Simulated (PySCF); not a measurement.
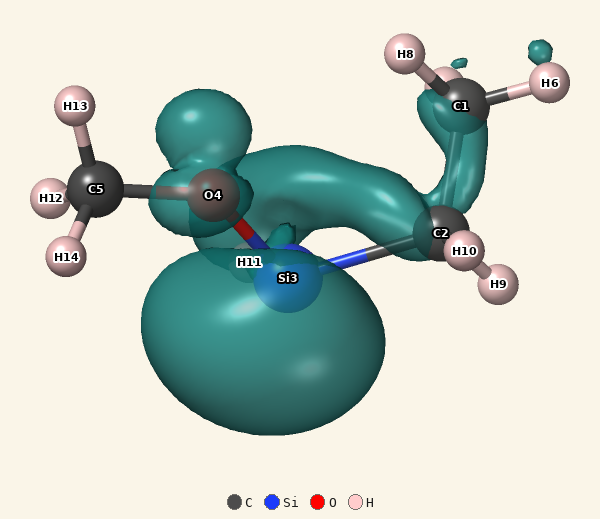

*C$_{3}$H$_{9}$OSi (doublet). Isosurface of the spin density at +0.015 e/Å³ (teal), seen at a tilt.*

Geometry: GFN2-xTB.

These are results of UKS B3LYP, pcH-1 on C H O Si, non-relativistic, mean-field spin-orbit, GIAO (PySCF), not measurements.

```json
{"atom": "C", "x (Å)": "-1.9883", "y (Å)": "-0.0907", "z (Å)": "0.3124"}
{"atom": "C", "x (Å)": "-1.3562", "y (Å)": "1.2736", "z (Å)": "0.0508"}
{"atom": "Si", "x (Å)": "0.3404", "y (Å)": "1.1348", "z (Å)": "-0.7846"}
{"atom": "O", "x (Å)": "1.2135", "y (Å)": "0.2428", "z (Å)": "0.2758"}
{"atom": "C", "x (Å)": "2.5282", "y (Å)": "-0.1911", "z (Å)": "0.1805"}
{"atom": "H", "x (Å)": "-2.9489", "y (Å)": "0.0212", "z (Å)": "0.8150"}
{"atom": "H", "x (Å)": "-2.1541", "y (Å)": "-0.6262", "z (Å)": "-0.6206"}
{"atom": "H", "x (Å)": "-1.3402", "y (Å)": "-0.6942", "z (Å)": "0.9435"}
{"atom": "H", "x (Å)": "-2.0149", "y (Å)": "1.8616", "z (Å)": "-0.5886"}
{"atom": "H", "x (Å)": "-1.2718", "y (Å)": "1.8129", "z (Å)": "0.9946"}
{"atom": "H", "x (Å)": "0.3420", "y (Å)": "0.4695", "z (Å)": "-2.0940"}
{"atom": "H", "x (Å)": "2.7778", "y (Å)": "-0.4960", "z (Å)": "-0.8392"}
{"atom": "H", "x (Å)": "2.6566", "y (Å)": "-1.0436", "z (Å)": "0.8500"}
{"atom": "H", "x (Å)": "3.2151", "y (Å)": "0.6051", "z (Å)": "0.4823"}
```

### Where is the unpaired spin?

The unpaired spin (1 electron) lies mostly on Si3 (about 0.7), O4 (about 0.1) and H11 (about 0.1), in electrons by Hirshfeld's partition.
